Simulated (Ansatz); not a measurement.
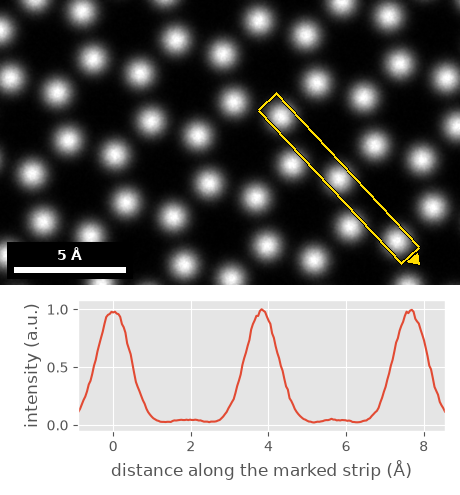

Dark-field STEM-like image of La (P6_3/mmc, No. 194) along [001]. The image is simulated as a sum over atoms of Z^1.8, blurred by a 1.01 Å probe (no channelling). Shot noise was added. Structure used: the end point of a relaxation at fixed volume with DFT HSE06, scalar-relativistic, plane waves, PAW in Ansatz 0.2.0; the starting structure was generated, so it need not be a known form of this composition.

```xyz
2
Lattice="3.8270 0.0000 0.0000 -1.9135 3.3143 0.0000 0.0000 0.0000 6.2007" Properties=species:S:1:pos:R:3 pbc="T T T"
La    0.0000    2.2095    4.6506
La    1.9135    1.1048    1.5502
```

The curve is the intensity along the marked strip, in the direction of its arrowhead, with zero distance at the first column. Brightness is counted from the darkest point of the image.

**List the columns that the line crosses, with their positions.**

```json
{"position (Å)": "0.0", "atoms per repeat along the beam": "1 La", "height (% of the highest)": "100"}
{"position (Å)": "3.8", "atoms per repeat along the beam": "1 La", "height (% of the highest)": "100"}
{"position (Å)": "7.7", "atoms per repeat along the beam": "1 La", "height (% of the highest)": "100"}
```
